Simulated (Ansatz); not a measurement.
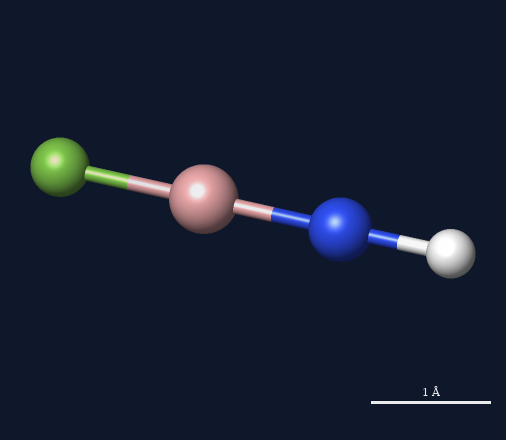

The picture shows a molecular structure as a ball-and-stick model. Every bond is drawn as one stick, whatever its order. Colours: boron pink, nitrogen blue, fluorine green, hydrogen white.

Computed geometry: PBE0-D4/def2-TZVP optimisation.

What is the molecular formula?

Answer. BFHN, 4 atoms: 1 boron, 1 fluorine, 1 hydrogen and 1 nitrogen.

How many bonds of each kind are drawn?

Answer. 1 B–N, 1 B–F, 1 N–H. Sticks follow a distance rule.

What is the point group of this geometry?

Answer. C∞v.

How many sets of symmetry-equivalent atoms are there?

Answer. 4: 1 B, 1 N, 1 F, 1 H.

More results for the same structure follow; atom numbers are the same in all pictures, views and colours differ.

Geometry

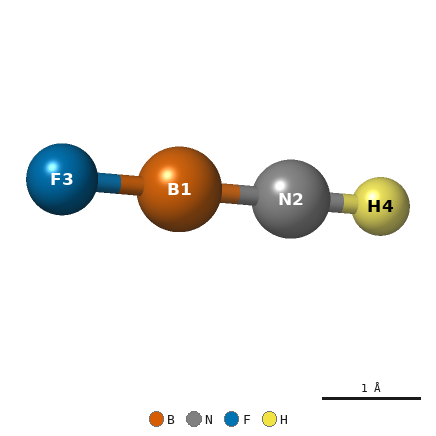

Numbered structure.

How are the neighbours of atom 2 arranged?

Answer. N2 has 2 neighbours (B1 at 1.23, H4 at 0.99 Å); the arrangement is linear.

What is the geometry at B1?

Answer. B1 has 2 neighbours (N2 at 1.23, F3 at 1.29 Å); the arrangement is linear.

Vibrations

Harmonic vibrations computed with RKS PBE0-D4/def2-TZVP (Ansatz 0.2.0) at a stationary point of the same level.

How many vibrational modes are there, and where do they lie?

Answer. 7 modes: 284, 285, 482, 482, 1024, 2152, 3919 cm⁻¹.

Dipole moment

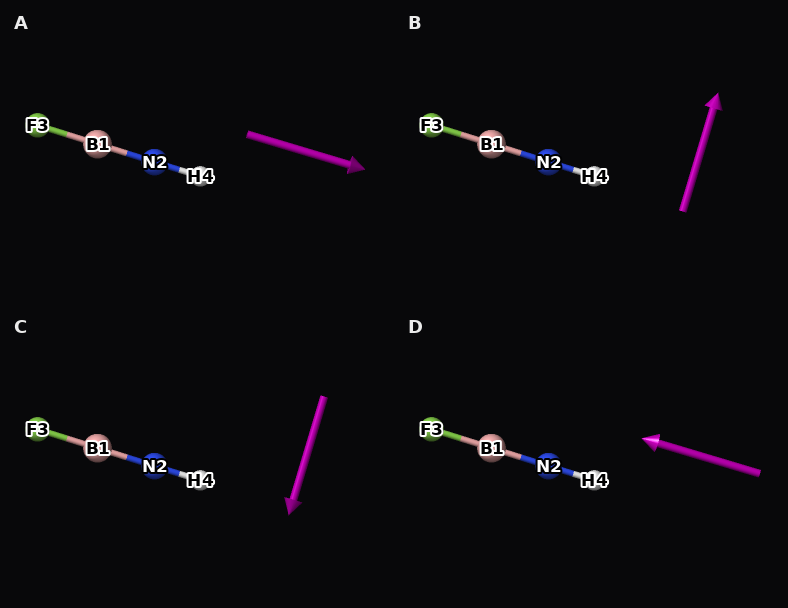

The same molecule four times, each with an arrow. Level of theory: RKS PBE0-D4/def2-TZVP (Ansatz 0.2.0).

Which arrow points along the dipole moment, from the negative to the positive end?

Answer. A. The dipole moment is 0.51 D; it points from the side of F3 to the side of H4 (the outermost atoms at the two ends).

Charges

The questions are on Mulliken charges. Properties computed with RKS PBE0-D4/def2-TZVP (Ansatz 0.2.0).

Give the Mulliken charges atom by atom.

```
atom  value (e)
  B1       0.19
  N2      −0.24
  F3      −0.22
  H4       0.27
```

Mulliken values depend strongly on the basis set and can even reverse the polarity of a bond.
